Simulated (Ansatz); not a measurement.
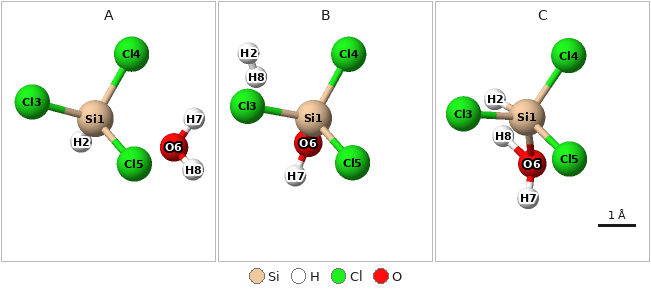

3 geometries from a converged minimum-energy path of SiH3OCl3, made up at the start of SiHCl3 and H2O, shuffled. A ball-and-stick model, seen at a tilt.

Level of theory: RKS r2SCAN/6-31G* (Ansatz 0.2.0). Set-up: 5 movable images; climbing image; force threshold 0.05 eV/Å; iteration limit 60; starting path through a guess of the saddle point.

> Which of them lies highest in energy?

C. In order along the path, whose images run from 0 to 6: A (image 0, 0.00 eV), C (image 3, +1.61 eV), B (image 5, −0.75 eV). Breaking: O6–H8 (0.97 → 1.18 at the top → 2.82 Å), Si1–H2 (1.46 → 1.68 at the top → 4.10 Å). Forming: H2–H8 (3.18 → 1.10 at the top → 0.74 Å), Si1–O6 (2.87 → 1.83 at the top → 1.63 Å).

Limits of the set-up: the start holds two separate molecules, 2.6 Å apart at their closest, whose relative position is a soft coordinate and is computed without a dispersion correction.
